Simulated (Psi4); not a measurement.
# UHF/STO-3G run of CH2F (SMILES [CH2]F)

What is the vertical ionisation energy of CH2F at UHF/STO-3G? The job is set up through a QCSchema input.

The results are computed with Psi4 1.11.

2 further runs of the same task are left out: 2 that didn't finish.

### 1 Starting point

The species is CH2F (4 atoms), meant as a doublet with charge 0. SMILES: `[CH2]F`. The coordinates come from a PBE0-D4/def2-TZVP relaxation.

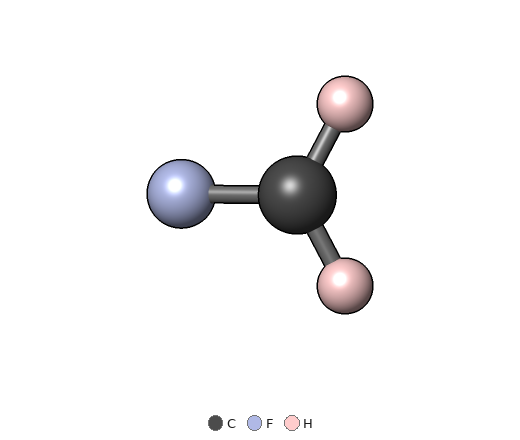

The structure, seen from a chosen angle (carbon dark grey, fluorine light blue, hydrogen pink).

### 2 Energy and forces at UHF/STO-3G

The input, job.json:

```json
{
 "schema_name": "qcschema_input",
 "schema_version": 1,
 "molecule": {
  "schema_name": "qcschema_molecule",
  "schema_version": 2,
  "symbols": ["C", "F", "H", "H"],
  "geometry": [-0.05688076, -0.10884822, -0.24774309, 1.79523982, 1.31146993, 0.68899415, -1.78938167, 0.89251765, -0.66612846, 0.05102261, -2.09513935, 0.22487741],
  "molecular_charge": 0,
  "molecular_multiplicity": 2,
  "fix_symmetry": "c1"
 },
 "driver": "gradient",
 "model": {
  "method": "hf",
  "basis": "STO-3G"
 },
 "keywords": {
  "reference": "uhf",
  "puream": true,
  "e_convergence": 1e-09,
  "d_convergence": 1e-08,
  "scf_type": "pk",
  "maxiter": 200,
  "scf_properties": ["QUADRUPOLE", "WIBERG_LOWDIN_INDICES", "LOWDIN_CHARGES"]
 }
}
```

Command:

```sh
$ psi4 --qcschema job.json -n 1 --memory 1600MB
```

stdout:

```text
[...]
  Running in c1 symmetry.
[...]
  Nuclear repulsion =   32.286144646998451
[...]
  Multiplicity = 2
[...]
  Nalpha       = 9
  Nbeta        = 8
[...]
    Number of basis functions: 12
[...]
   @UHF iter   1:  -136.50062082011345   -1.28768e+00   1.63102e-02 ADIIS/DIIS
[...]
   @UHF iter  12:  -136.53333686965030   -3.12639e-13   7.23763e-09 DIIS
[...]
   @S^2 Observed:                7.608454992E-01
[...]
    Orbital Energies [Eh]
    ---------------------
    Alpha Occupied:
       1A    -25.961076     2A    -11.077939     3A     -1.520684
       4A     -0.880588     5A     -0.635999     6A     -0.586847
       7A     -0.554374     8A     -0.436551     9A     -0.309729
    Alpha Virtual:
      10A      0.606539    11A      0.661777    12A      0.774274
    Beta Occupied:
       1A    -25.958484     2A    -11.048895     3A     -1.505471
       4A     -0.794327     5A     -0.619545     6A     -0.555802
[...]
  @UHF Final Energy:  -136.53333686965030
   => Energetics <=
    Nuclear Repulsion Energy =             32.2861446469984514
    One-Electron Energy =                -254.2768379100229481
    Two-Electron Energy =                  85.4573563933741980
    Total Energy =                       -136.5333368696502987
  UHF NO Occupations:
  HONO-2 :    7  A 1.9987673
  HONO-1 :    8  A 1.9969186
[...]
 Multipole Moments:
 ------------------------------------------------------------------------------------
     Multipole            Electronic (a.u.)      Nuclear  (a.u.)        Total (a.u.)
 ------------------------------------------------------------------------------------
 L = 1.  Multiply by 2.5417464519 to convert [e a0] to [Debye]
 Dipole X            :          1.9360812           -2.2315006           -0.2954195
 Dipole Y            :          1.3877031           -1.5857399           -0.1980367
 Dipole Z            :          0.6534439           -0.7072731           -0.0538292
 Magnitude           :                                                    0.3597065
 L = 2.  Multiply by 1.3450342976 to convert [e a0^2] to [Debye ang]
 Quadrupole XX       :        -28.3497988           20.8653575           -7.4844413
 Quadrupole XY       :        -11.6725758           11.4935416           -0.1790343
[...]
  -Total Gradient:
     Atom            X                  Y                   Z
    ------   -----------------  -----------------  -----------------
       1       -0.000222549857     0.002886515542     0.009688951458
       2       -0.018903450126    -0.014453367751    -0.009414195310
       3        0.010240953528     0.004738622267     0.000177729821
       4        0.008885046455     0.006828229941    -0.000452485970
[...]
```

The result, in JSON:

```text
{
 "driver": "gradient",
 "model": {
  "method": "hf",
  "basis": "STO-3G"
 },
 "success": true,
 "return_result": [-0.00022254985676826294, 0.0028865155419978417, 0.009688951457950262, -0.018903450126370902, -0.014453367750721341, -0.009414195309858236, 0.01024095352789639, 0.004738622267192405, 0.00017772982144556582, 0.008885046455495458, 0.006828229941331587, -0.000452485969620553],
 "properties": {
  "calcinfo_nbasis": 12,
  "calcinfo_nmo": 12,
  "calcinfo_nalpha": 9,
  "calcinfo_nbeta": 8,
  "calcinfo_natom": 4,
  "nuclear_repulsion_energy": 32.28614464699845,
  "return_energy": -136.5333368696503,
  "return_gradient": [-0.00022254985676826294, 0.0028865155419978417, 0.009688951457950262, -0.018903450126370902, -0.014453367750721341, -0.009414195309858236, 0.01024095352789639, 0.004738622267192405, 0.00017772982144556582, 0.008885046455495458, 0.006828229941331587, -0.000452485969620553],
  "scf_one_electron_energy": -254.27683791002295,
  "scf_two_electron_energy": 85.4573563933742,
  "scf_dipole_moment": [-0.2954194567315105, -0.19803673028806879, -0.053829191797028386],
  "scf_total_energy": -136.5333368696503,
  "scf_total_gradient": [-0.00022254985676826294, 0.0028865155419978417, 0.009688951457950262, -0.018903450126370902, -0.014453367750721341, -0.009414195309858236, 0.01024095352789639, 0.004738622267192405, 0.00017772982144556582, 0.008885046455495458, 0.006828229941331587, -0.000452485969620553],
  "scf_iterations": 12
 }
}
```

Run time: 2.9 s. Hardware: 1 thread of AMD EPYC 7R43 (Zen 3), shared host; peak memory 0.17 GiB.

### 3 The singlet cation, same level

The input, job.json:

```json
{
 "schema_name": "qcschema_input",
 "schema_version": 1,
 "molecule": {
  "schema_name": "qcschema_molecule",
  "schema_version": 2,
  "symbols": ["C", "F", "H", "H"],
  "geometry": [-0.05688076, -0.10884822, -0.24774309, 1.79523982, 1.31146993, 0.68899415, -1.78938167, 0.89251765, -0.66612846, 0.05102261, -2.09513935, 0.22487741],
  "molecular_charge": 1,
  "molecular_multiplicity": 1,
  "fix_symmetry": "c1"
 },
 "driver": "gradient",
 "model": {
  "method": "hf",
  "basis": "STO-3G"
 },
 "keywords": {
  "puream": true,
  "e_convergence": 1e-09,
  "d_convergence": 1e-08,
  "scf_type": "pk"
 }
}
```

Command:

```sh
$ psi4 --qcschema job.json -n 1 --memory 1600MB
```

stdout:

```text
[...]
  Running in c1 symmetry.
[...]
  Nuclear repulsion =   32.286144646998451
[...]
  Multiplicity = 1
[...]
  Nalpha       = 8
  Nbeta        = 8
[...]
    Number of basis functions: 12
[...]
   @RHF iter   1:  -136.14244711774938   -9.29503e-01   3.34195e-02 DIIS/ADIIS
[...]
   @RHF iter  11:  -136.25579784808713   -1.16529e-12   4.02376e-09 DIIS
[...]
    Orbital Energies [Eh]
    ---------------------
    Doubly Occupied:
       1A    -26.513979     2A    -11.651677     3A     -1.963785
       4A     -1.261582     5A     -1.065356     6A     -0.997353
       7A     -0.930702     8A     -0.867241
[...]
  @RHF Final Energy:  -136.25579784808713
   => Energetics <=
    Nuclear Repulsion Energy =             32.2861446469984514
    One-Electron Energy =                -246.5805329716938559
    Two-Electron Energy =                  78.0385904766082774
    Total Energy =                       -136.2557978480871270
[...]
 Multipole Moments:
 ------------------------------------------------------------------------------------
     Multipole            Electronic (a.u.)      Nuclear  (a.u.)        Total (a.u.)
 ------------------------------------------------------------------------------------
 L = 1.  Multiply by 2.5417464519 to convert [e a0] to [Debye]
 Dipole X            :          1.1487342           -2.2315006           -1.0827665
 Dipole Y            :          0.7785271           -1.5857399           -0.8072127
 Dipole Z            :          0.2374885           -0.7072731           -0.4697846
 Magnitude           :                                                    1.4299207
[...]
  -Total Gradient:
     Atom            X                  Y                   Z
    ------   -----------------  -----------------  -----------------
       1       -0.077055699333    -0.071635813550    -0.081526364795
       2        0.049512464233     0.043183670805     0.042533485423
       3        0.032403193121    -0.015959942908     0.028503723939
       4       -0.004859958021     0.044412085652     0.010489155433
[...]
```

The result, in JSON:

```text
{
 "driver": "gradient",
 "model": {
  "method": "hf",
  "basis": "STO-3G"
 },
 "success": true,
 "return_result": [-0.07705569933276207, -0.07163581355033749, -0.08152636479510933, 0.049512464233383235, 0.04318367080537666, 0.042533485422695055, 0.03240319312108075, -0.015959942907507407, 0.02850372393916152, -0.004859958021452853, 0.04441208565225058, 0.010489155433166461],
 "properties": {
  "calcinfo_nbasis": 12,
  "calcinfo_nmo": 12,
  "calcinfo_nalpha": 8,
  "calcinfo_nbeta": 8,
  "calcinfo_natom": 4,
  "nuclear_repulsion_energy": 32.28614464699845,
  "return_energy": -136.25579784808713,
  "return_gradient": [-0.07705569933276207, -0.07163581355033749, -0.08152636479510933, 0.049512464233383235, 0.04318367080537666, 0.042533485422695055, 0.03240319312108075, -0.015959942907507407, 0.02850372393916152, -0.004859958021452853, 0.04441208565225058, 0.010489155433166461],
  "scf_one_electron_energy": -246.58053297169386,
  "scf_two_electron_energy": 78.03859047660828,
  "scf_dipole_moment": [-1.082766484927368, -0.8072127293921458, -0.4697845683238969],
  "scf_total_energy": -136.25579784808713,
  "scf_total_gradient": [-0.07705569933276207, -0.07163581355033749, -0.08152636479510933, 0.049512464233383235, 0.04318367080537666, 0.042533485422695055, 0.03240319312108075, -0.015959942907507407, 0.02850372393916152, -0.004859958021452853, 0.04441208565225058, 0.010489155433166461],
  "scf_iterations": 11
 }
}
```

Wall time 3.6 s (1 thread of AMD EPYC 7R43 (Zen 3), shared host); peak memory 0.17 GiB.

### 4 Outcome

At UHF/STO-3G:

| quantity | value |
| --- | --- |
| doublet CH2F: total energy | -136.53334 Eh |
| doublet CH2F: dipole moment | 0.91 D |
| doublet CH2F: HOMO energy (highest over α and β) | -8.43 eV |
| doublet CH2F: LUMO energy (lowest over α and β) | 8.72 eV |
| doublet CH2F: ⟨S²⟩ | 0.761 |
| doublet CH2F: largest force on an atom | 1.316 eV/Å |
| singlet cation: total energy | -136.25580 Eh |
| singlet cation: HOMO energy | -23.60 eV |
| singlet cation: LUMO energy | -6.44 eV |
| singlet cation: HOMO–LUMO gap | 17.16 eV |
| singlet cation: largest force on an atom | 6.844 eV/Å |
| vertical ionisation energy (to the singlet cation) | 7.552 eV |

In words: Removing an electron at fixed nuclei costs 7.55 eV (729 kJ/mol). The largest force (doublet CH2F) is 1.32 eV/Å: the shape isn't a stationary point for this species at this level. Only the singlet of the ionised species was computed; a triplet could lie lower. In a minimal basis such a difference can be off by several eV, whatever the method.
